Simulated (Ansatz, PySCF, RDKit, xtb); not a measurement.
# C4H4N2SSi: which of the isomers drawn lies lowest?, part 1 of 2

A sample of isomers of C4H4N2SSi is drawn. Aim: find which of them has the lowest free energy at 298.15 K, then its properties. The sample is small against all isomers, and the most stable one of this formula need not be in it.

The funnel: GFN2-xTB relaxations, single points with a density functional, relaxations at PBE-D3(BJ)/def2-SVP, harmonic vibrations (at GFN2-xTB), and a last energy at a higher level. All values are calculated.

## 1. Possible bonding patterns

Isomers were taken from a list of plausible structures; this is a sample, not all of them. That gives 4 candidates.

```csv
label,SMILES,spin
c146,N#C[SiH2]c1nccs1,singlet
c408,C#Cc1snnc1[SiH3],singlet
c676,[SiH3]C#Cc1ncsn1,singlet
c770,N#Cc1ncsc1[SiH3],singlet
```

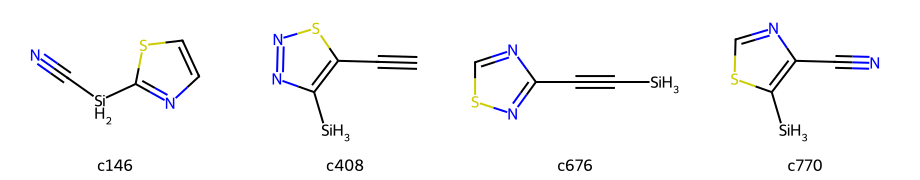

Structural formulas of the candidates.

Candidates are built by distance geometry, with a force field where one applies, in up to four conformers (letters a to d).

## 2. Search with GFN2-xTB

All 4 starts are relaxed the same way. One of them, c146a (taken from a list of plausible isomers, embedded by distance geometry and MMFF94), in full:

The input, start.xyz:

```xyz
12
c146a
C     -2.614629    -1.293086    -1.044993
C     -0.510624     0.939629    -0.793753
C     -0.035585     2.886965     0.059531
C     -0.417984     3.305114    -1.241472
N     -3.747513    -1.611803    -1.171722
N     -0.088475     1.514570     0.280795
S     -0.859860     1.940648    -2.121875
Si    -0.804526    -0.881268    -0.851218
H     -0.212870    -1.564830     0.358287
H     -0.001000    -1.414693    -2.018540
H      0.378911     3.531507     0.787748
H     -0.424166     4.300930    -1.641703
```

Started as:

```sh
xtb start.xyz --gfn 2 --opt
```

Log (excerpt; [...] marks lines left out):

```text
* xtb version 6.7.1
[...]
          :  # basis functions                  48          :
[...]
          :  # electrons                        40          :
[...]
          :  Hamiltonian                  GFN2-xTB          :
[...]
          :  net charge                          0          :
          :  unpaired electrons                  0          :
[...]
   *** convergence criteria satisfied after 14 iterations ***
[...]
   *** GEOMETRY OPTIMIZATION CONVERGED AFTER 11 ITERATIONS ***
[...]
   *** convergence criteria satisfied after 3 iterations ***
[...]
         ::                     SUMMARY                     ::
         :::::::::::::::::::::::::::::::::::::::::::::::::::::
         :: total energy             -21.352098708889 Eh    ::
         :: gradient norm              0.000566596378 Eh/a0 ::
         :: HOMO-LUMO gap              3.208429359330 eV    ::
         ::.................................................::
         :: SCC energy               -21.667135779427 Eh    ::
         :: -> isotropic ES            0.026856105217 Eh    ::
         :: -> anisotropic ES          0.001852515739 Eh    ::
         :: -> anisotropic XC          0.026717775866 Eh    ::
         :: -> dispersion             -0.011190016602 Eh    ::
         :: repulsion energy           0.315037070537 Eh    ::
         :: add. restraining           0.000000000000 Eh    ::
         :: total charge               0.000000000000 e     ::
         :::::::::::::::::::::::::::::::::::::::::::::::::::::
[...]
        20        2.0000           -0.3991601             -10.8617 (HOMO)
        21                         -0.2812525              -7.6533 (LUMO)
[...]
     #   Z          covCN         q      C6AA      α(0)
     1   6          1.789     0.006    31.057     9.007
     2   6          2.919    -0.003    28.094     8.692
     3   6          3.175     0.037    26.778     8.451
     4   6          2.924    -0.023    28.584     8.768
     5   7          0.911    -0.189    25.090     7.244
     6   7          1.978    -0.231    26.864     7.687
     7  16          2.308    -0.042   142.811    20.113
     8  14          3.642     0.467    98.409    19.024
     9   1          0.920    -0.052     4.152     3.187
    10   1          0.918    -0.062     4.390     3.277
    11   1          0.926     0.044     2.391     2.418
    12   1          0.926     0.047     2.352     2.398
[...]
     #   Z sym  total        # sym  WBO       # sym  WBO       # sym  WBO
 ---------------------------------------------------------------------------
     1   6      3.885 --     5      2.926     8      0.863
     2   6      3.914 --     6      1.644     7      1.160     8      0.863
                             4      0.105
     3   6      3.979 --     4      1.605     6      1.279    11      0.959
     4   6      3.953 --     3      1.605     7      1.222    12      0.969
                             2      0.105
     5   7      3.031 --     1      2.926
     6   7      3.145 --     2      1.644     3      1.279     7      0.163
     7  16      2.667 --     4      1.222     2      1.160     6      0.163
     8  14      3.640 --     9      0.889    10      0.887     1      0.863
                             2      0.863
     9   1      0.997 --     8      0.889
    10   1      0.996 --     8      0.887
[...]
molecular dipole:
                 x           y           z       tot (Debye)
 q only:        0.799      -0.121      -0.083
   full:        1.260       0.485      -0.105       3.442
molecular quadrupole (traceless):
[...]
          | TOTAL ENERGY              -21.352098708889 Eh   |
          | GRADIENT NORM               0.000566596378 Eh/α |
          | HOMO-LUMO GAP               3.208429359330 eV   |
           -------------------------------------------------
[...]
```

Run time: 0.11 s. Hardware: 4 threads of Arm Neoverse V1, shared host.

## 3. The minima found

4 of the 4 relaxations converged. 4 distinct structures remain:

```csv
label,start,SMILES after,spin,energy (kcal/mol)
c770a,drawn,N#Cc1ncsc1[SiH3],singlet,0.0
c676a,drawn,[SiH3]C#Cc1ncsn1,singlet,10.5
c146a,drawn,N#C[SiH2]c1nccs1,singlet,11.2
c408a,drawn,C#Cc1snnc1[SiH3],singlet,30.5
```

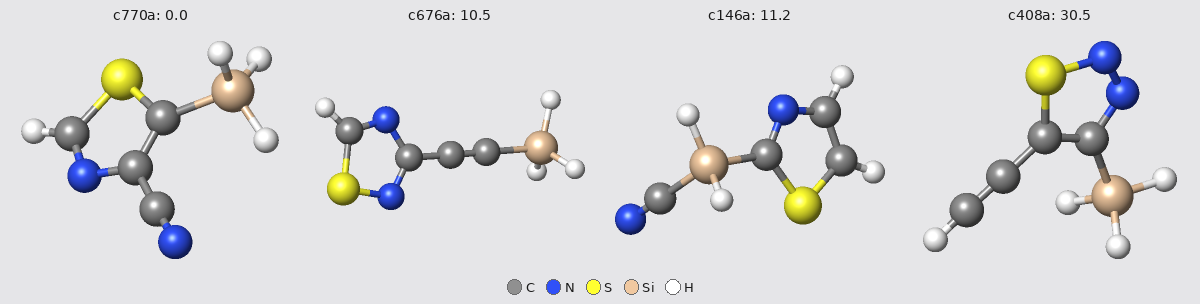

The 4 lowest minima that did not fall apart, with their GFN2-xTB energies in kcal/mol.

## 4. Second filter: single points

A choice of the minima (the low ones first, few conformers of a pattern, up to a cap) and the lowest that fell apart get a single point at r2SCAN-D4/def2-SVP on the tight-binding geometry, and one at HF/STO-3G for comparison. The lowest singlets are also tried as triplets at the same geometry (label ending in t). The first, c770a:

The input, input.yaml:

```yaml
crystal:
  periodic: [false, false, false]
  atoms:
    - symbol: C
      position_ang: [0.908395, 1.576085, -1.755397]
    - symbol: C
      position_ang: [-0.462895, 1.260150, -1.690068]
    - symbol: C
      position_ang: [-2.450447, 1.010929, -2.546354]
    - symbol: C
      position_ang: [-1.095239, 0.857002, -0.532534]
    - symbol: N
      position_ang: [2.027062, 1.823597, -1.790988]
    - symbol: N
      position_ang: [-1.243436, 1.338746, -2.801504]
    - symbol: S
      position_ang: [-2.757267, 0.565371, -0.890099]
    - symbol: Si
      position_ang: [-0.371623, 0.606290, 1.188826]
    - symbol: H
      position_ang: [-3.235197, 1.002491, -3.275825]
    - symbol: H
      position_ang: [-0.050424, -0.815192, 1.315585]
    - symbol: H
      position_ang: [0.806080, 1.459869, 1.284433]
    - symbol: H
      position_ang: [-1.414500, 0.990415, 2.138653]
basis:
  gaussian: {orbitals: def2-SVP}
hamiltonian: {xc: r2scan, dispersion: d4}
scf: {lower_state_search: "off"}
```

Started as:

```sh
ansatz run input.yaml --threads 4 --pin off --max-ram 7830MiB --events-out events.jsonl --progress --plain --runs-dir runs
```

Log (excerpt; [...] marks lines left out):

```text
Warning: RAYON_NUM_THREADS=4 ignored (pool sized by the plan → 4); use --threads N
Functional definition: r2SCAN
  name "r2SCAN"
[...]
1609 factors; their error is unknown
[...]
mean field -25888.15891171 eV, -951.3722923809 hartree, gradient 9.4e-6 eV, S^2 0.000000; 0 other end points of the search recorded, 0 dependent functions left out
reference -25888.15892136 eV, -951.3722927355 hartree; 36, 36 occupied and 104, 104 virtual orbitals, 1609 factors
Total energy: -25888.26630722 eV, -951.3762390931 hartree
Checks for a lower state left out: stability, starts, cluster_reference, orbital_swaps, neighbouring_geometries, increment
```

Run time: 1.8 s. Hardware: 4 threads of Arm Neoverse V1, shared host; peak memory 0.2 GiB.

Relative energies in kcal/mol, each column from its lowest structure that stays in one piece:

```csv
label,SMILES,spin,GFN2-xTB,HF/STO-3G,r2SCAN-D4/def2-SVP
c146a,N#C[SiH2]c1nccs1,singlet,11.2,0.0,0.0
c770a,N#Cc1ncsc1[SiH3],singlet,0.0,11.7,6.1
c676a,[SiH3]C#Cc1ncsn1,singlet,10.5,51.0,36.3
c408a,C#Cc1snnc1[SiH3],singlet,30.5,72.9,62.3
c146at,N#C[SiH2]c1nccs1,triplet,–,–,83.8
c770at,N#Cc1ncsc1[SiH3],triplet,–,–,83.9
c676at,[SiH3]C#Cc1ncsn1,triplet,–,–,114.0
```

## 5. Relaxing the best candidates

3 candidates are relaxed at PBE-D3(BJ)/def2-SVP (chosen among the lowest in one piece). The first, c146a:

The input, input.yaml:

```yaml
crystal:
  periodic: [false, false, false]
  atoms:
    - {symbol: C, position_ang: [-2.539629, -1.268683, -1.050997]}
    - {symbol: C, position_ang: [-0.513365, 0.904355, -0.806364]}
    - {symbol: C, position_ang: [-0.017511, 2.877132, 0.022982]}
    - {symbol: C, position_ang: [-0.432022, 3.293939, -1.204709]}
    - {symbol: N, position_ang: [-3.663774, -1.448013, -1.176874]}
    - {symbol: "N", position_ang: [-0.070830, 1.545339, 0.220011]}
    - {symbol: S, position_ang: [-0.914526, 1.955378, -2.159258]}
    - {symbol: Si, position_ang: [-0.704725, -0.963623, -0.847577]}
    - {symbol: H, position_ang: [-0.274832, -1.529654, 0.424297]}
    - {symbol: H, position_ang: [-0.061014, -1.514502, -2.042234]}
    - {symbol: H, position_ang: [0.335169, 3.511524, 0.815877]}
    - {symbol: H, position_ang: [-0.481262, 4.290491, -1.594069]}
basis:
  gaussian:
    orbitals: def2-SVP
hamiltonian:
  xc: {name: PBE}
  dispersion: d3bj
scf:
  lower_state_search: "off"
relax:
  f_tol: 0.006
```

Started as:

```sh
ansatz run input.yaml --threads 4 --pin off --max-ram 7830MiB --events-out events.jsonl --progress --plain --runs-dir runs
```

Log (excerpt; [...] marks lines left out):

```text
Warning: RAYON_NUM_THREADS=4 ignored (pool sized by the plan → 4); use --threads N
[...]
Functional definition: PBE
  name "PBE"
[...]
1609 factors; their error is unknown
[...]
mean field -25876.62032941 eV, -950.9482573025 hartree, gradient 3.2e-6 eV, S^2 0.000000; 0 other end points of the search recorded, 0 dependent functions left out
[...]
reference -25876.62036533 eV, -950.9482586224 hartree; 36, 36 occupied and 104, 104 virtual orbitals, 1609 factors
relax step   1: F+E_penalty+E_count = -25877.00759620 eV  Δ(F+E_penalty+E_count) = +0.000e0 eV  max|allowed force component| = 3.522e0 eV/Å  Δτ_max = 0.0000 Å  (23 SCF iters, accepted)
[...]
relax step   7: F+E_penalty+E_count = -25877.17503571 eV  Δ(F+E_penalty+E_count) = -8.462e-6 eV  max|allowed force component| = 6.123e-3 eV/Å  Δτ_max = 0.0027 Å  (15 SCF iters, accepted)
[...]
Atom 3 at    -0.417653     3.329621    -1.210604 Å, force     0.000447     0.000157     0.001370 eV/Å
Atom 4 at    -3.705669    -1.550074    -1.191140 Å, force     0.000406     0.000108    -0.000005 eV/Å
Atom 5 at    -0.057563     1.550238     0.247473 Å, force    -0.000504     0.001001    -0.000904 eV/Å
Atom 6 at    -0.913497     1.982394    -2.163455 Å, force    -0.000624    -0.002584    -0.000392 eV/Å
Atom 7 at    -0.743886    -0.951062    -0.859840 Å, force    -0.000552     0.000813     0.000266 eV/Å
Atom 8 at    -0.271769    -1.542442     0.427908 Å, force     0.000160     0.000190     0.000028 eV/Å
Atom 9 at    -0.062964    -1.566684    -2.045498 Å, force     0.000094    -0.000129    -0.000083 eV/Å
Atom 10 at     0.370542     3.563479     0.833081 Å, force     0.000154    -0.000360    -0.000422 eV/Å
Atom 11 at    -0.460366     4.352977    -1.603222 Å, force     0.000106     0.000787     0.000486 eV/Å
Dipole moment:     0.593798     0.491204    -0.142511 e Å
Checks for a lower state left out: stability, starts, cluster_reference, orbital_swaps, neighbouring_geometries, increment
```

It took 11 s on 4 threads of Arm Neoverse V1, shared host; peak memory 0.19 GiB.

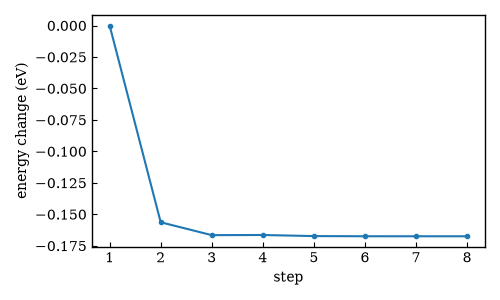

Energy along the run, all evaluated steps.

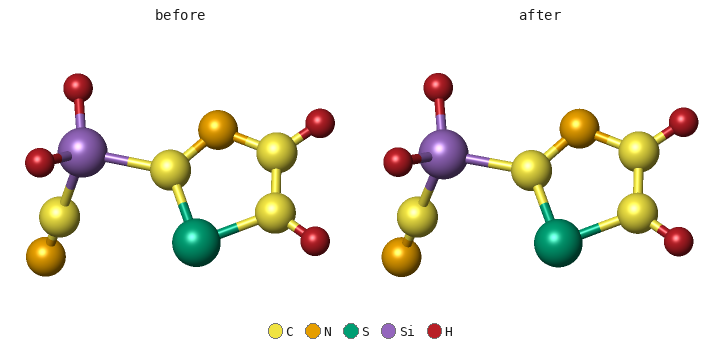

Before and after, at one scale.

After the run. Bond lengths: C3–C4 1.385 Å, C1–N5 1.174 Å, C2–N6 1.320 Å, C3–N6 1.368 Å, C2–S7 1.767 Å, C4–S7 1.723 Å, C1–Si8 1.866 Å, C2–Si8 1.879 Å, Si8–H9 1.494 Å, Si8–H10 1.499 Å, C3–H11 1.100 Å, C4–H12 1.097 Å. Some angles: C3–C4–S7 110.1°, C4–C3–N6 115.6°, N5–C1–Si8 179.1°, C2–N6–C3 111.6°, N6–C2–S7 113.6°, N6–C2–Si8 122.8°, S7–C2–Si8 123.7°, C2–S7–C4 89.2°, C1–Si8–C2 108.7°, C3–C4–H12 128.6°.

## 6. After refinement

```csv
label,spin,r2SCAN-D4/def2-SVP (kcal/mol),"PBE-D3(BJ)/def2-SVP, relaxed (kcal/mol)",time
c146a,singlet,0.0,0.0,11 s
c770a,singlet,6.1,4.7,49 s
c676a,singlet,36.3,34.5,11 s
```

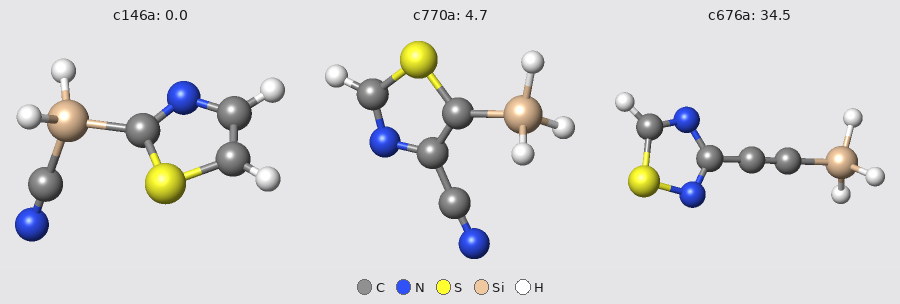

The relaxed structures, with energies at PBE-D3(BJ)/def2-SVP in kcal/mol.

## 7. Are they minima? Harmonic frequencies

The lowest few in one piece go on as finalists. In this search the thermal terms come from GFN2-xTB at its own nearest minimum. The first, c146a:

The input, start.xyz:

```xyz
12
c146a
C     -2.560992    -1.328061    -1.057368
C     -0.518695     0.913298    -0.812481
C      0.004192     2.900000     0.036232
C     -0.417653     3.329621    -1.210604
N     -3.705669    -1.550074    -1.191140
N     -0.057563     1.550238     0.247473
S     -0.913497     1.982394    -2.163455
Si    -0.743886    -0.951062    -0.859840
H     -0.271769    -1.542442     0.427908
H     -0.062964    -1.566684    -2.045498
H      0.370542     3.563479     0.833081
H     -0.460366     4.352977    -1.603222
```

Started as:

```sh
xtb start.xyz --gfn 2 --ohess tight
```

Log (excerpt; [...] marks lines left out):

```text
* xtb version 6.7.1
[...]
          :  # basis functions                  48          :
[...]
          :  # electrons                        40          :
[...]
          :  Hamiltonian                  GFN2-xTB          :
[...]
          :  net charge                          0          :
          :  unpaired electrons                  0          :
[...]
   *** convergence criteria satisfied after 14 iterations ***
[...]
   *** GEOMETRY OPTIMIZATION CONVERGED AFTER 10 ITERATIONS ***
[...]
   *** convergence criteria satisfied after 3 iterations ***
[...]
         ::                     SUMMARY                     ::
         :::::::::::::::::::::::::::::::::::::::::::::::::::::
         :: total energy             -21.352103970494 Eh    ::
         :: gradient norm              0.000241542748 Eh/a0 ::
         :: HOMO-LUMO gap              3.209097137743 eV    ::
         ::.................................................::
         :: SCC energy               -21.667047659587 Eh    ::
         :: -> isotropic ES            0.026862734302 Eh    ::
         :: -> anisotropic ES          0.001853768637 Eh    ::
         :: -> anisotropic XC          0.026714164884 Eh    ::
         :: -> dispersion             -0.011192039917 Eh    ::
         :: repulsion energy           0.314943689093 Eh    ::
         :: add. restraining           0.000000000000 Eh    ::
         :: total charge               0.000000000000 e     ::
         :::::::::::::::::::::::::::::::::::::::::::::::::::::
[...]
        20        2.0000           -0.3991560             -10.8616 (HOMO)
        21                         -0.2812237              -7.6525 (LUMO)
[...]
molecular dipole:
                 x           y           z       tot (Debye)
 q only:        0.796      -0.120      -0.076
   full:        1.256       0.487      -0.096       3.433
molecular quadrupole (traceless):
[...]
          | TOTAL ENERGY              -21.352103970498 Eh   |
          | TOTAL ENTHALPY            -21.274046953366 Eh   |
          | TOTAL FREE ENERGY         -21.318182724041 Eh   |
          | GRADIENT NORM               0.000241374219 Eh/α |
[...]
```

Run time: 0.23 s. Hardware: 4 threads of Arm Neoverse V1, shared host.

## 8. Zero-point energy and free-energy terms

As xtb prints them, at 298.15 K, with its own treatment of low modes:

```csv
label,SMILES,spin,lowest mode (cm⁻¹),zero-point (kcal/mol),G − E (kcal/mol)
c146a,N#C[SiH2]c1nccs1,singlet,14,42.9,21.3
c770a,N#Cc1ncsc1[SiH3],singlet,39i,41.5,20.7
c676a,[SiH3]C#Cc1ncsn1,singlet,8,41.1,18.9
```

c770a keeps an imaginary mode, a small one that points to a nearly free motion; the harmonic terms are rough for it.

## 9. Energies at the top level

Single points at CCSD(T)/def2-SVP + MP2/def2-TZVPP - MP2/def2-SVP on the refined geometries decide the order.

c146a, CCSD(T)/def2-SVP:

The input, input.yaml:

```yaml
crystal:
  periodic: [false, false, false]
  atoms:
    - {symbol: C, position_ang: [-2.560992, -1.328061, -1.057368]}
    - {symbol: C, position_ang: [-0.518695, 0.913298, -0.812481]}
    - {symbol: C, position_ang: [0.004192, 2.900000, 0.036232]}
    - {symbol: C, position_ang: [-0.417653, 3.329621, -1.210604]}
    - {symbol: N, position_ang: [-3.705669, -1.550074, -1.191140]}
    - {symbol: N, position_ang: [-0.057563, 1.550238, 0.247473]}
    - {symbol: S, position_ang: [-0.913497, 1.982394, -2.163455]}
    - {symbol: Si, position_ang: [-0.743886, -0.951062, -0.859840]}
    - {symbol: H, position_ang: [-0.271769, -1.542442, 0.427908]}
    - {symbol: H, position_ang: [-0.062964, -1.566684, -2.045498]}
    - {symbol: H, position_ang: [0.370542, 3.563479, 0.833081]}
    - {symbol: H, position_ang: [-0.460366, 4.352977, -1.603222]}
basis:
  gaussian: {orbitals: def2-SVP}
magnetization: {spin_polarized: false}
correlation: {method: ccsd_t, frozen_orbitals: {H: 0, C: 1, "N": 1, Si: 5, S: 5}}
```

Started as:

```sh
ansatz run input.yaml --threads 4 --pin off --max-ram 7830MiB --events-out events.jsonl --progress --plain --runs-dir runs
```

Log (excerpt; [...] marks lines left out):

```text
Warning: RAYON_NUM_THREADS=4 ignored (pool sized by the plan → 4); use --threads N
Functional definition: HF
  name "HF"
[...]
1404 factors; integrals over basis functions are off by at most 1.1e-3 eV
[...]
mean field -25815.95434022 eV, -948.7188233206 hartree, gradient 1.7e-6 eV, S^2 0.000000; 0 other end points of the search recorded, 0 dependent functions left out; unrestricted orbitals would lower it
16 core orbitals not correlated: weight in the atoms' cores, before any rotation towards them, 1.000 or more for the frozen orbitals, at most 0.000 for the correlated occupied ones
reference -25815.95434022 eV, -948.7188233206 hartree; 20, 20 occupied and 104, 104 virtual orbitals, 1404 factors
second order -28.81164363 eV of doubles, -0.00000000 eV of singles
cycle   1  -28.59956094 eV  change    2.1e-1 eV  update   1.6e-1
[...]
cycle  11  -29.84630197 eV  change    1.1e-5 eV  update   1.2e-5
perturbative correction -1.38040019 eV, -0.0507287712 hartree
Total energy: -25847.18104237 eV, -949.8663834585 hartree
```

Run time: 23 s. Hardware: 4 threads of Arm Neoverse V1, shared host; peak memory 1 GiB.

## 10. c146a at MP2/def2-TZVPP

Changes to input.yaml since step 9:

```diff
@@ -16,4 +16,6 @@
 basis:
-  gaussian: {orbitals: def2-SVP}
-magnetization: {spin_polarized: false}
-correlation: {method: ccsd_t, frozen_orbitals: {H: 0, C: 1, "N": 1, Si: 5, S: 5}}
+  gaussian:
+    orbitals: def2-TZVPP
+correlation:
+  method: mp2
+  frozen_orbitals: {H: 0, C: 1, "N": 1, Si: 5, S: 5}
```

Started as:

```sh
ansatz run input.yaml --threads 4 --pin off --max-ram 7830MiB --events-out events.jsonl --progress --plain --runs-dir runs
```

Log:

```text
Warning: RAYON_NUM_THREADS=4 ignored (pool sized by the plan → 4); use --threads N
[... 2 set-up lines as earlier in the session ...]
  exchange = exact_x
  correlation = 0
1980 factors; integrals over basis functions are off by at most 1.1e-3 eV
mean field evaluation 1: about -25824.0029 eV, gradient 4.6e1 eV
mean field evaluation 2: about -25824.5945 eV, gradient 4.6e1 eV
mean field evaluation 4: about -25830.5685 eV, gradient 6.9e0 eV
mean field evaluation 8: about -25830.7765 eV, gradient 8.6e-1 eV
mean field evaluation 16: about -25830.7814 eV, gradient 2.4e-6 eV
mean field -25830.78143801 eV, -949.2637091143 hartree, gradient 2.4e-6 eV, S^2 0.000000; 0 other end points of the search recorded, 0 dependent functions left out; unrestricted orbitals would lower it
16 core orbitals not correlated: weight in the atoms' cores, before any rotation towards them, 1.000 or more for the frozen orbitals, at most 0.000 for the correlated occupied ones
reference -25830.78143801 eV, -949.2637091143 hartree; 20, 20 occupied and 290, 290 virtual orbitals, 1980 factors
second order -35.39836517 eV of doubles, -0.00000000 eV of singles
Total energy: -25866.17980318 eV, -950.5645750404 hartree
```

It took 10 s on 4 threads of Arm Neoverse V1, shared host; peak memory 1.1 GiB.

(Continued in part 2 of 2.)
